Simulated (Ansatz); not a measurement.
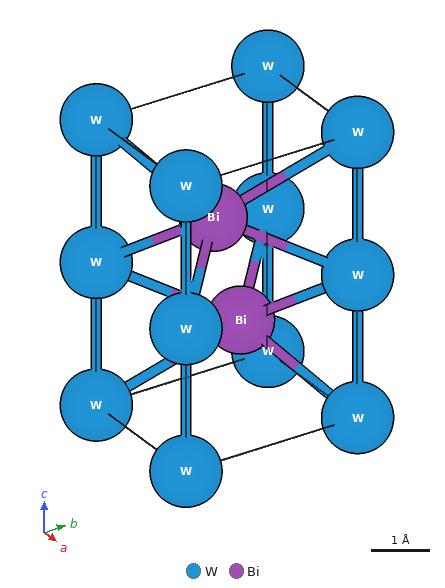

This ball-and-stick model is shown slightly off an axis. The parallelepiped is the conventional unit cell.

BiW, nickel arsenide (NiAs) type, space group P6_3/mmc (No. 194), a = 4.626 Å, b = 4.626 Å, c = 5.153 Å, α = 90.00°, β = 90.00°, γ = 120.00°. Source of the structure: a structure type filled with these elements by a generator (whether the compound takes this form wasn't checked). Earlier steps of the study, as a rule a relaxation of our own, may have changed the cell and positions, so they can lie some per cent off the listed ones. A calculation with Ansatz used it as input.

This one geometry was computed with Ansatz (DFT, plane waves, PAW) at four levels of theory: r2SCAN, LDA, PBEsol and PBE with spin-orbit coupling.

Which level gives the highest pressure at this volume, and what does that say about its equilibrium volume?

Highest: PBE with spin-orbit coupling (0.2 GPa), which points to the largest equilibrium volume. Lowest, with the smallest volume: LDA (-7.2 GPa). Levels within 0.5 GPa of each other can't be told apart.

How does the band gap change with the level of theory?

All levels give a metal.

Collect the results in a table.

| level | cutoff (eV) | k-mesh of the run's cell | gap (eV) | pressure (GPa) |
| --- | --- | --- | --- | --- |
| r2SCAN | 500 | 10×10×6 | metal | -2.5 |
| LDA | 420 | 10×10×6 | metal | -7.2 |
| PBEsol | 420 | 10×10×6 | metal | -4.7 |
| PBE with spin-orbit coupling | 420 | 10×10×6 | metal | 0.2 |

Gaps are taken on the k-mesh or band path of each run.
